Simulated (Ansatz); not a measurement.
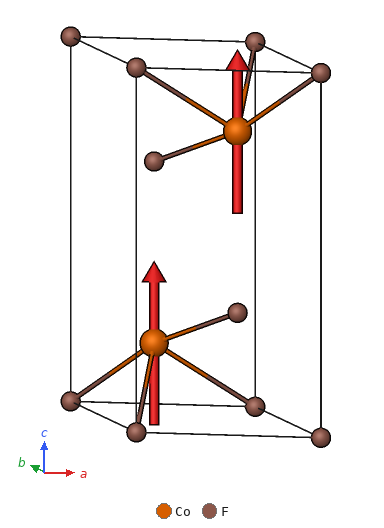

Crystal structure, ball-and-stick style, seen slightly off an axis. One simulation cell is framed, with atoms on its boundary repeated. Arrows are the site magnetic moments above 0.25 μB (those induced on non-metal atoms are left out); longer means larger, and red and blue are up and down (without spin-orbit coupling the axis itself is arbitrary).

This is the state reached for Co2F3. Setup: DFT PBE, scalar-relativistic, plane waves, PAW (Ansatz 0.2.0); plane-wave cutoff 420 eV, a 12×12×6 grid in reciprocal space, Gaussian smearing of 0.1 eV, collinear spins.

Q: Describe the spin arrangement.

A: Ferromagnetic (within this cell). Site moments: 2 Co +2.2 μB. The net spin moment of the whole cell is 5.0 μB, including what lies between the atoms and on sites without an arrow.

It goes back to a textbook structure type filled with these elements (whether it is the usual form wasn't checked). This is the structure after a relaxation with DFT PBE, scalar-relativistic, plane waves, PAW (Ansatz).
